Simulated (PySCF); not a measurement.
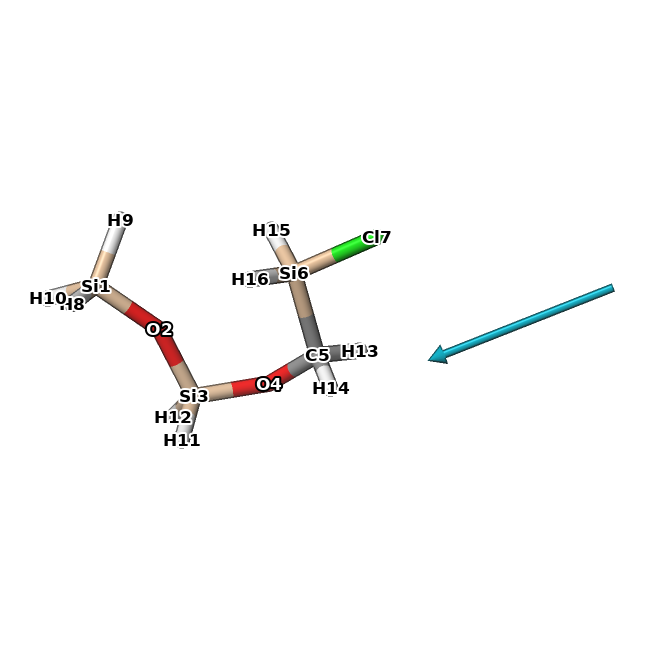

The arrow beside the molecule shows the direction of the dipole moment, from the negative to the positive end (its length means nothing). Computed geometry: GFN2-xTB optimisation. No frequency run is at hand to confirm it as a minimum. Level of theory: B3LYP/def2-SVPD, gas phase (PySCF 2.14.0).

### How large is the dipole moment?

1.59 D; it points from the side of Cl7 to the side of H10 (the outermost atoms at the two ends).

The geometry is semi-empirical. Around Si such bond lengths and angles can be off by a tenth of an ångström or more and by several degrees, and values that hang on the shape move with them.
